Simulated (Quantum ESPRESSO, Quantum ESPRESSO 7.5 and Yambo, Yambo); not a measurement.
# GaP (F-43m): dielectric function and energy loss

What do local fields and a kernel do to the response of GaP (F-43m)?

Method: PBE and many-body steps on it, plane waves, in Quantum ESPRESSO 7.5 and Yambo 5.3.0.

## 1. Starting point

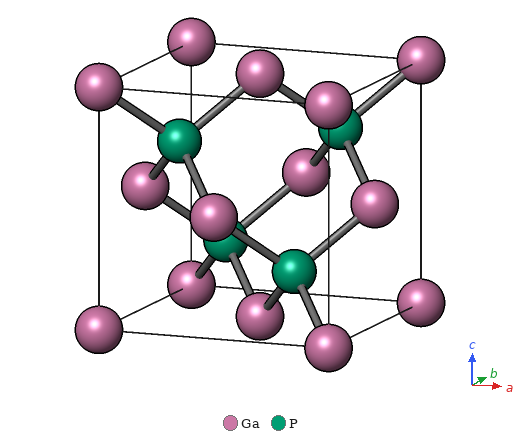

The cell as given, slightly off an axis (gallium pink, phosphorus teal). This picture shows the conventional cell, with its axes. Bonds to atoms that aren't drawn are left out. Some periodic images of atoms are drawn too.

The cell and positions come from the Crystallography Open Database and are kept as given unless a step says otherwise.

## 2. Empty states on the mesh, 6×6×6 mesh, 50 bands

This step: Quantum ESPRESSO 7.5; DFT, PBE, plane waves, norm-conserving pseudopotentials.

The sums over transitions need many empty states on a uniform mesh; this step solves for them.

pw.in

```
&control
  calculation = 'nscf'
  prefix = 'x'
  outdir = 'o'
  pseudo_dir = 'pseudo'
/
&system
  ibrav = 0
  nat = 2
  ntyp = 2
  ecutwfc = 104.0
  nbnd = 50
  force_symmorphic = .true.
/
&electrons
  conv_thr = 1e-9
  electron_maxstep = 80
  diago_full_acc = .true.
  diago_thr_init = 5e-6
/
ATOMIC_SPECIES
  Ga 69.723 Ga.upf
  P 30.974 P.upf
CELL_PARAMETERS angstrom
  0.0000000000 2.7252500000 2.7252500000
  2.7252500000 0.0000000000 2.7252500000
  2.7252500000 2.7252500000 0.0000000000
ATOMIC_POSITIONS crystal
  Ga 0.0000000000 0.0000000000 0.0000000000
  P 0.2500000000 0.2500000000 0.2500000000
K_POINTS automatic
  6 6 6 0 0 0
```

On the command line:

```sh
$ OMP_NUM_THREADS=1 mpirun -n 4 pw.x -nk 4 -in pw.in > pw.out
```

What it wrote:

```text
Program PWSCF v.7.5 starts

     This program is part of the open-source Quantum ESPRESSO suite
     for quantum simulation of materials; please cite
         "P. Giannozzi et al., J. Phys.:Condens. Matter 21 395502 (2009);
         "P. Giannozzi et al., J. Phys.:Condens. Matter 29 465901 (2017);
         "P. Giannozzi et al., J. Chem. Phys. 152 154105 (2020);
     in publications or presentations arising from this work. More details at

     Atomic positions and unit cell read from directory:
     o/x.save/

     Message from routine setup:
[...]
52.9837  52.9877

          k = 0.2357 0.2357-0.2357 (  4879 PWs)   bands (ev):

[...]
38.1964  38.1964  38.9523  40.8233  43.8023  43.8023  44.0757  45.1115
    45.1115  46.5050  46.7941  49.3773  49.3773  51.1439  51.1439  51.5807
    53.5134  53.5134

          k =-0.3536-0.3536 0.3536 (  4910 PWs)   bands (ev):

     [... further k-points ...]

     highest occupied, lowest unoccupied level (ev):     8.2046    9.8577

     XML data file, pseudopotentials, collected wavefunctions

=------------------------------------------------------------------------------=
   JOB DONE.
=------------------------------------------------------------------------------=
```

Elapsed: 5.2 s, on 4 MPI ranks of Arm Neoverse V2, shared host; peak memory 0.3 GiB.

Numbers from this step:

* gap: 1.653 eV
* k of the valence top: 0, 0, 0
* k of the conduction bottom: 0, -0.5, -0.5
* least direct gap: 1.818 eV
* k points computed: 16
* lowest point of the top converged band, above the valence top: 44.48 eV

On this mesh the gap is 1.653 eV.

The density comes from a self-consistent run that is not shown.

## 3. Conversion and set-up

This step: Yambo 5.3.0; conversion and set-up on PBE, plane waves, norm-conserving pseudopotentials.

The states are converted to the many-body program's format and the q mesh is built.

On the command line:

```sh
$ (cd o/x.save; p2y > p2y.log; mv SAVE ../..); yambo > setup.log
```

What it wrote:

```text
 Yambo, version 5.3.0

 [02] CORE Variables Setup
 =========================

  [02.01] Unit cells
  ==================

  Cell kind             :  FCC
  Atoms in the cell     :  Ga  P
  number of Ga atoms    :  1
  number of P  atoms    :  1

  List of atomic masses
  Mass of Ga    :  69.72300
  Mass of P     :  30.97400

  List of atomic coordinates    : [cc]
  Ga1       :  0.000000  0.000000  0.000000  order 1
  P1       :  2.574988  2.574988  2.574988  order 2

  Alat factors          :  5.149976  5.149976  5.149976 [a.u.]
  Direct lattice volume :  273.1780 [a.u.]
[...]
Q [ 1]         [rlu]:  0.000000  0.000000  0.000000
 Q [ 2]         [rlu]:  0.25176E-17  0.25176E-17  0.16667
 Q [ 3]         [rlu]:  0.50351E-17  0.50351E-17  0.33333
[...]
Q [ 8]         [rlu]:  0.51853E-17  0.16667     -0.33333
 Q [ 9]         [rlu]: -0.32791E-16  0.16667     -0.16667
 Q [10]         [rlu]:  0.25050E-16  0.33333      0.33333
     [... 4 further rows ...]
 Q [15]         [rlu]:  0.166667  0.333333 -0.333333
 Q [16]         [rlu]:  0.166667 -0.500000 -0.333333

  [03.01] X indexes
  =================

   [03.01.01] Sigma indexes
   ========================

 [06] Game Over & Game summary
```

Elapsed: 2.9 s, on 1 MPI rank; peak memory 0.25 GiB.

## 4. RPA response with local fields

The response function is computed on a frequency grid, with local fields up to the given cutoff.

This step: RPA response with local fields on PBE, plane waves, norm-conserving pseudopotentials.

optics1.in

```
optics
chi
dipoles
Chimod= "HARTREE"
% QpntsRXd
 1 | 4 |
%
% BndsRnXd
 1 | 50 |
%
NGsBlkXd= 3 Ry
% EnRngeXd
 0 | 30 | eV
%
% DmRngeXd
 0.2 | 0.2 | eV
%
ETStpsXd= 301
% LongDrXd
 1 | 0 | 0 |
%
```

On the command line:

```sh
$ OMP_NUM_THREADS=1 mpirun -n 4 yambo -F optics1.in -J optics1 -C optics1 > optics1.log
```

What it wrote:

```text
 Yambo, version 5.3.0

 [02] CORE Variables Setup
 =========================

  [... cell, symmetries and grids as in the set-up ...]

  [02.05] Energies & Occupations
  ==============================

  [X] === General ===
  [X] Electronic Temperature                        :  0.000000  0.000000 [eV K]
  [X] Bosonic    Temperature                        :  0.000000  0.000000 [eV K]
  [X] Finite Temperature mode                       : no
  [X] El. density                                   :  0.64228E+24 [cm-3]
  [X] Fermi Level                                   :  8.204632 [eV]

  [X] === Gaps and Widths ===
  [X] Conduction Band Min                           :  1.653057 [eV]
  [X] Valence Band Max                              :  0.000000 [eV]
  [X] Filled Bands                                  :  13
  [X] Empty Bands                                   :   14   50
  [X] Direct Gap                                    :  1.817541 [eV]
  [X] Direct Gap localized at k                     :  1
  [X] Indirect Gap                                  :  1.653057 [eV]
  [X] Indirect Gap between kpts                     :   1  13
  [X] Last valence band width                       :  3.261237 [eV]
  [X] 1st conduction band width                     :  2.255514 [eV]

 [03] Transferred momenta grid and indexing
 ==========================================

 IBZ Q-points                                      :  16
 BZ  Q-points                                      :  216

 K/Q-points units:
 rlu = crystal or reduced units; cc = cartesian coordinates; iku = interal k-units

 Q [ 1]         [rlu]:  0.000000  0.000000  0.000000
 Q [ 2]         [rlu]:  0.25176E-17  0.25176E-17  0.16667
 Q [ 3]         [rlu]:  0.50351E-17  0.50351E-17  0.33333
 Q [ 4]         [rlu]:  0.51853E-17  0.51853E-17 -0.50000
 Q [ 5]         [rlu]:  0.12525E-16  0.16667      0.16667
 Q [ 6]         [rlu]:  0.25267E-16  0.16667      0.33333
 Q [ 7]         [rlu]: -0.26970E-17  0.16667      0.50000
 Q [ 8]         [rlu]:  0.51853E-17  0.16667     -0.33333
 Q [ 9]         [rlu]: -0.32791E-16  0.16667     -0.16667
 Q [10]         [rlu]:  0.25050E-16  0.33333      0.33333
     [... 4 further rows ...]
 Q [15]         [rlu]:  0.166667  0.333333 -0.333333
 Q [16]         [rlu]:  0.166667 -0.500000 -0.333333

 [04] Dipoles
 ============

  [04.01] Setup: observables and procedures
  =========================================

  [WARNING] [r,Vnl^pseudo] included in position and velocity dipoles.

  [WARNING] In case H contains other non local terms, these are neglected

 [05] Optics
 ===========

 [08] Game Over & Game summary
```

The job ended after 37 s (4 MPI ranks; peak memory 1.5 GiB; 2.4 min of CPU time).

This step gave:

```yaml
eps_at_zero_frequency: 12.18
the_same_without_local_fields: 13.31
loss_peak: 16.2 eV
```

The static value is 12.18.

The ε₂ has structure finer than the step of the table below, so its rows give means over 2 eV, whole bins alone (the curve runs from 0 to 30 eV). Peaks (eV: height): HARTREE 2.8: 24.6, 4.4: 33.3; no local fields 2.8: 25.7, 4.4: 38.0.

Broadening 0.2 eV; field along x. ε₂ against energy; means over each step:

```
energy (eV)  HARTREE  no local fields
          2     6.83             7.27
          4     15.9             18.2
          6     6.49             7.69
          8     4.22             3.96
         10     1.42             1.44
         12    0.940            0.758
         14    0.522            0.443
         16    0.379            0.257
         18    0.330            0.252
         20    0.295            0.231
         22    0.196            0.160
         24    0.161            0.119
         26    0.150            0.133
         28    0.151            0.134
```

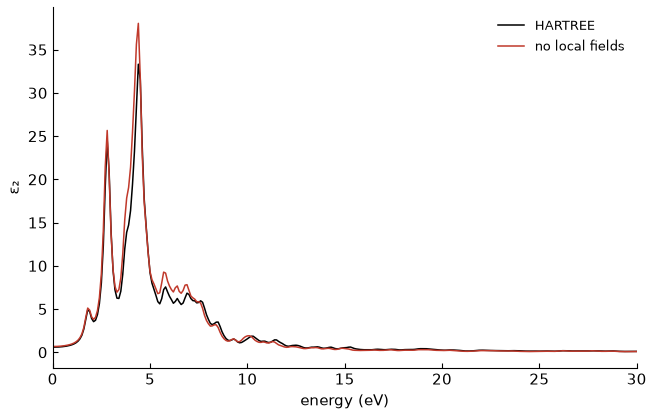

ε₂, plotted against energy.

The loss function, HARTREE has structure finer than the step of the table below, so its rows give means over 2.5 eV, whole bins alone (the curve runs from 0 to 30 eV). Peaks (eV: height): 14.70: 2.13, 16.20: 3.52, 19.70: 2.06.

Broadening 0.2 eV; field along x. The loss function, HARTREE by energy loss; means over each step:

```
energy loss (eV)  loss function, HARTREE
             2.5                  0.0293
             5.0                  0.0767
             7.5                   0.140
            10.0                   0.311
            12.5                   0.657
            15.0                    1.95
            17.5                    2.27
            20.0                    1.61
            22.5                   0.737
            25.0                   0.417
            27.5                   0.354
```

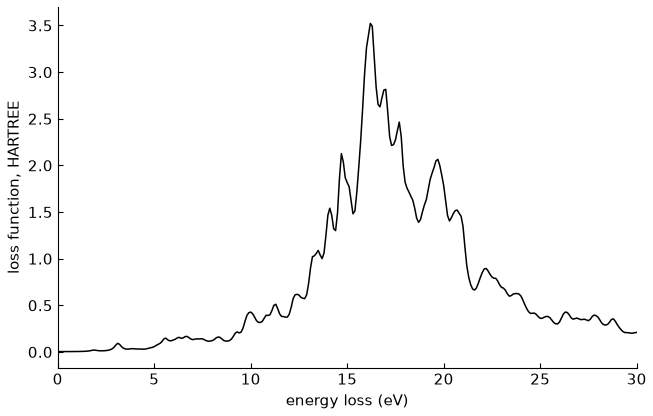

Loss function, HARTREE against energy loss.

The Im eps has structure finer than the step of the table below, so its rows give means over 2 eV, whole bins alone (the curve runs from 0 to 30 eV). Peaks (eV: height): HARTREE 5.2: 13.6, 6.3: 13.6; no local fields 5.1: 17.5.

Broadening 0.2 eV; momentum transfer q number 2. Table of Im eps by energy; means over each step:

```
energy (eV)  HARTREE  no local fields
          2    0.451            0.566
          4     5.60             7.20
          6     12.2             14.0
          8     3.88             3.79
         10     2.22             2.25
         12     1.21            0.987
         14    0.571            0.480
         16    0.433            0.310
         18    0.365            0.272
         20    0.292            0.235
         22    0.204            0.163
         24    0.163            0.122
         26    0.156            0.133
         28    0.144            0.130
```

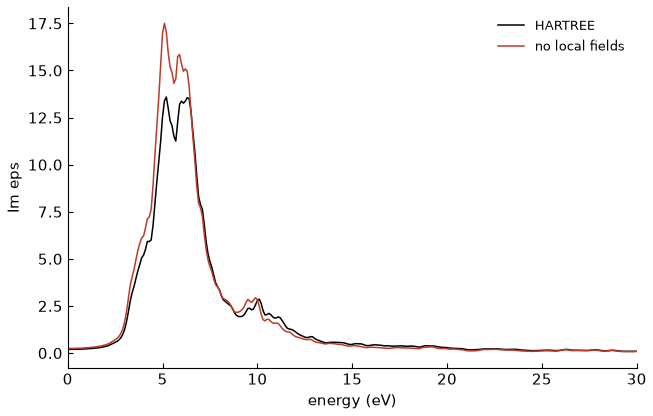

Im eps, plotted against energy.

Broadening 0.2 eV; momentum transfer q number 2. -Im 1/eps, HARTREE against energy loss; read off at these points:

```
energy loss (eV)  -Im 1/eps, HARTREE
            0.00             0.00428
            2.50              0.0078
            5.00              0.0500
            7.50               0.113
           10.00               0.326
           12.50               0.555
           15.00                2.03
           15.80                2.54
           16.70                2.47
           17.50                2.08
           19.50                1.85
           20.00                1.72
           22.50               0.766
           25.00               0.369
           27.50               0.296
           30.00               0.182
```

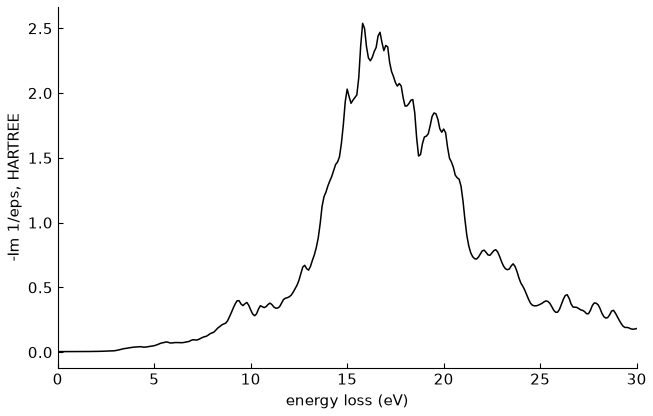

-Im 1/eps, HARTREE, plotted against energy loss.

The Im eps has structure finer than the step of the table below, so its rows give means over 2 eV, whole bins alone (the curve runs from 0 to 30 eV). Peaks (eV: height): HARTREE 6.9: 7.10, 8.0: 7.62, 9.3: 5.64; no local fields 6.8: 9.62, 7.9: 9.52, 9.2: 6.47.

Broadening 0.2 eV; momentum transfer q number 3. The Im eps by energy; means over each step:

```
energy (eV)  HARTREE  no local fields
          2    0.138            0.186
          4    0.832             1.12
          6     3.82             5.51
          8     5.97             7.24
         10     4.49             4.31
         12     1.90             1.61
         14     1.06            0.952
         16    0.765            0.592
         18    0.470            0.363
         20    0.348            0.302
         22    0.269            0.208
         24    0.192            0.141
         26    0.159            0.142
         28    0.156            0.136
```

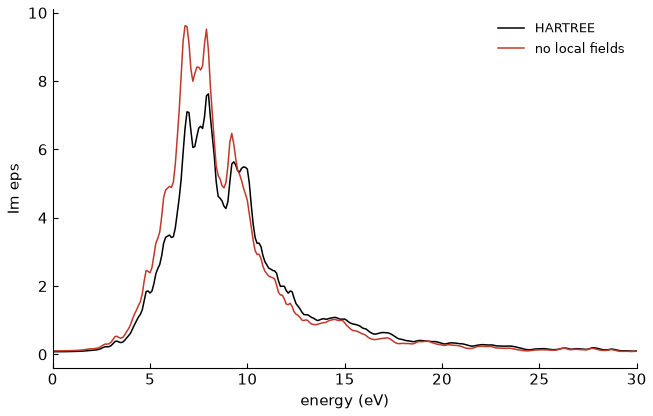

Im eps against energy.

## 5. Independent-particle response

This step: independent-particle response on PBE, plane waves, norm-conserving pseudopotentials.

optics2.in

```
optics
chi
dipoles
Chimod= "IP"
% QpntsRXd
 1 | 1 |
%
% BndsRnXd
 1 | 50 |
%
NGsBlkXd= 1 RL
% EnRngeXd
 0 | 30 | eV
%
% DmRngeXd
 0.2 | 0.2 | eV
%
ETStpsXd= 301
% LongDrXd
 1 | 0 | 0 |
%
```

On the command line:

```sh
$ OMP_NUM_THREADS=1 mpirun -n 4 yambo -F optics2.in -J optics2 -C optics2 > optics2.log
```

What it wrote:

```text
 Yambo, version 5.3.0

 [02] CORE Variables Setup
 =========================

  [... cell, symmetries and grids as in the set-up ...]

  [02.05] Energies & Occupations
  ==============================

  [X] === General ===
  [X] Electronic Temperature                        :  0.000000  0.000000 [eV K]
  [X] Bosonic    Temperature                        :  0.000000  0.000000 [eV K]
  [X] Finite Temperature mode                       : no
  [X] El. density                                   :  0.64228E+24 [cm-3]
  [X] Fermi Level                                   :  8.204632 [eV]

  [X] === Gaps and Widths ===
  [X] Conduction Band Min                           :  1.653057 [eV]
  [X] Valence Band Max                              :  0.000000 [eV]
  [X] Filled Bands                                  :  13
  [X] Empty Bands                                   :   14   50
  [X] Direct Gap                                    :  1.817541 [eV]
  [X] Direct Gap localized at k                     :  1
  [X] Indirect Gap                                  :  1.653057 [eV]
  [X] Indirect Gap between kpts                     :   1  13
  [X] Last valence band width                       :  3.261237 [eV]
  [X] 1st conduction band width                     :  2.255514 [eV]

 [03] Transferred momenta grid and indexing
 ==========================================

 IBZ Q-points                                      :  16
 BZ  Q-points                                      :  216

 K/Q-points units:
 rlu = crystal or reduced units; cc = cartesian coordinates; iku = interal k-units

 Q [ 1]         [rlu]:  0.000000  0.000000  0.000000
 Q [ 2]         [rlu]:  0.25176E-17  0.25176E-17  0.16667
 Q [ 3]         [rlu]:  0.50351E-17  0.50351E-17  0.33333
[...]
Q [ 8]         [rlu]:  0.51853E-17  0.16667     -0.33333
 Q [ 9]         [rlu]: -0.32791E-16  0.16667     -0.16667
 Q [10]         [rlu]:  0.25050E-16  0.33333      0.33333
     [... 4 further rows ...]
 Q [15]         [rlu]:  0.166667  0.333333 -0.333333
 Q [16]         [rlu]:  0.166667 -0.500000 -0.333333

 [04] Dipoles
 ============

  [04.01] Setup: observables and procedures
  =========================================

  [WARNING] [r,Vnl^pseudo] included in position and velocity dipoles.

  [WARNING] In case H contains other non local terms, these are neglected

 [05] Optics
 ===========

 [08] Game Over & Game summary
```

Wall time 2.7 s (4 MPI ranks); peak memory 1.1 GiB; 6.6 s of CPU time.

This step gave:

```yaml
eps_at_zero_frequency: 13.31
loss_peak: 16.2 eV
```

The static value is 13.31.

## 6. RPA response with local fields, scissors 0.879 eV

This step: RPA response with local fields on PBE, plane waves, norm-conserving pseudopotentials.

optics4.in

```
optics
chi
dipoles
Chimod= "HARTREE"
% QpntsRXd
 1 | 1 |
%
% BndsRnXd
 1 | 50 |
%
NGsBlkXd= 3 Ry
% EnRngeXd
 0 | 20 | eV
%
% DmRngeXd
 0.15 | 0.15 | eV
%
ETStpsXd= 201
% LongDrXd
 1 | 0 | 0 |
%
% XfnQP_E
 0.879 | 1.0 | 1.0 |
%
```

On the command line:

```sh
$ OMP_NUM_THREADS=1 mpirun -n 4 yambo -F optics4.in -J optics4 -C optics4 > optics4.log
```

What it wrote:

```text
 Yambo, version 5.3.0

 [02] CORE Variables Setup
 =========================

  [... cell, symmetries and grids as in the set-up ...]

  [02.05] Energies & Occupations
  ==============================

  [X] === General ===
  [X] Electronic Temperature                        :  0.000000  0.000000 [eV K]
  [X] Bosonic    Temperature                        :  0.000000  0.000000 [eV K]
  [X] Finite Temperature mode                       : no
  [X] El. density                                   :  0.64228E+24 [cm-3]
  [X] Fermi Level                                   :  8.204632 [eV]

  [X] === Gaps and Widths ===
  [X] Conduction Band Min                           :  1.653057 [eV]
  [X] Valence Band Max                              :  0.000000 [eV]
  [X] Filled Bands                                  :  13
  [X] Empty Bands                                   :   14   50
  [X] Direct Gap                                    :  1.817541 [eV]
  [X] Direct Gap localized at k                     :  1
  [X] Indirect Gap                                  :  1.653057 [eV]
  [X] Indirect Gap between kpts                     :   1  13
  [X] Last valence band width                       :  3.261237 [eV]
  [X] 1st conduction band width                     :  2.255514 [eV]

 [03] Transferred momenta grid and indexing
 ==========================================

 IBZ Q-points                                      :  16
 BZ  Q-points                                      :  216

 K/Q-points units:
 rlu = crystal or reduced units; cc = cartesian coordinates; iku = interal k-units

 Q [ 1]         [rlu]:  0.000000  0.000000  0.000000
 Q [ 2]         [rlu]:  0.25176E-17  0.25176E-17  0.16667
 Q [ 3]         [rlu]:  0.50351E-17  0.50351E-17  0.33333
[...]
[X+QP] === General ===
  [X+QP] Electronic Temperature                     :  0.000000  0.000000 [eV K]
  [X+QP] Bosonic    Temperature                     :  0.000000  0.000000 [eV K]
  [X+QP] Finite Temperature mode                    : no
  [X+QP] El. density                                :  0.64228E+24 [cm-3]
  [X+QP] Fermi Level                                :  0.000000 [eV]

  [X+QP] === Gaps and Widths ===
  [X+QP] Conduction Band Min                        :  2.532057 [eV]
  [X+QP] Valence Band Max                           :  0.000000 [eV]
  [X+QP] Filled Bands                               :  13
  [X+QP] Empty Bands                                :   14   50
  [X+QP] Direct Gap                                 :  2.696541 [eV]
  [X+QP] Direct Gap localized at k                  :  1
  [X+QP] Indirect Gap                               :  2.532057 [eV]
  [X+QP] Indirect Gap between kpts                  :   1  13
  [X+QP] Last valence band width                    :  3.261237 [eV]
  [X+QP] 1st conduction band width                  :  2.255514 [eV]

  [coarse-grid] Minimum Bare Gap        [ev]:  1.653057
  [coarse-grid] Minimum Gap Correction  [ev]:  0.879000

  Eqp @ K [ 1]
  -143.3917  -94.1165  -94.1165  -94.1165  -14.5396  -14.5396  -14.5396  -14.4426
   -14.4426     -12.4929    -0.802601E-7 -0.567589E-7   0.00000      2.69654      4.76563      4.76563
    4.76563   9.69341  10.60656  10.60656  13.32907  13.32907  13.32907  16.71995
[...]
Eqp @ K [ 2]
[...]
Eqp @ K [ 3]
[...]
Eqp @ K [ 8]
[...]
Eqp @ K [ 9]
[...]
[... 13 further rows ...]
    8.45106  12.41999  12.70216  14.41017  14.62982  17.84216  18.95601  19.29508
   20.57343  20.61668  20.86350  23.59648  24.62170  25.99119  26.45872  27.49126

 [05] Dipoles
 ============

  [05.01] Setup: observables and procedures
  =========================================

  [WARNING] [r,Vnl^pseudo] included in position and velocity dipoles.

  [WARNING] In case H contains other non local terms, these are neglected

 [06] Optics
 ===========

 [09] Game Over & Game summary
```

The job ended after 4.4 s (4 MPI ranks; peak memory 1.5 GiB).

Numbers from this step:

| Item | Value |
| --- | --- |
| ε at zero frequency | 10.14 |
| the same without local fields | 11.01 |
| loss peak | 17.2 eV |

The static value is 10.14.

The ε₂ has structure finer than the step of the table below, so its rows give means over 1 eV, whole bins alone (the curve runs from 0 to 20 eV). Peaks (eV: height): HARTREE 3.7: 32.0, 5.3: 40.8; no local fields 3.7: 32.1, 5.3: 44.8.

Broadening 0.15 eV; field along x. ε₂ against energy; means over each step:

```
energy (eV)  HARTREE  no local fields
          1    0.346            0.387
          2    0.904            0.976
          3     4.74             5.16
          4     12.9             13.6
          5     22.7             27.1
          6     9.24             9.48
          7     6.39             7.82
          8     6.21             6.74
          9     4.04             3.43
         10     1.47             1.32
         11     1.52             1.57
         12     1.27             1.10
         13    0.828            0.610
         14    0.571            0.469
         15    0.502            0.380
         16    0.503            0.347
         17    0.292            0.213
         18    0.327            0.237
         19    0.298            0.216
```

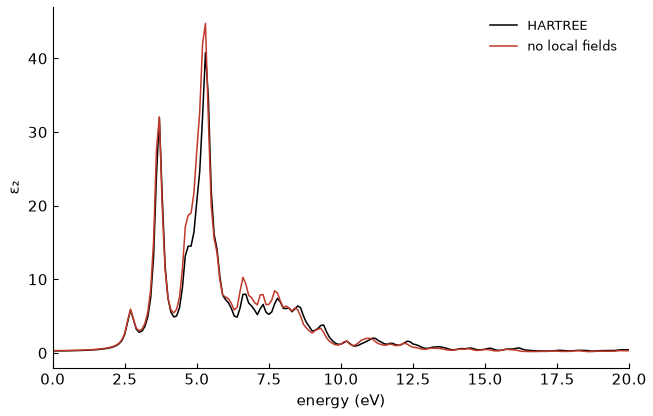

ε₂, plotted against energy.

[end of part 1 of 2]

[Paths, hosts, dates, memory and timing lines, banners, echoed tables and standing remarks are left out of the program output.]

[Logs are printed without paths, hosts, clocks, repeated set-up lines and the standing remarks that a program may print on its own settings, such as how far it seeks lower states.]

[Runs of the session that timed out or met a known fault of the program may be left out.]

[Hosts, paths, dates, database ids (printed as entryN), source tags and the programs' standing remarks are cut or masked in the printed files.]
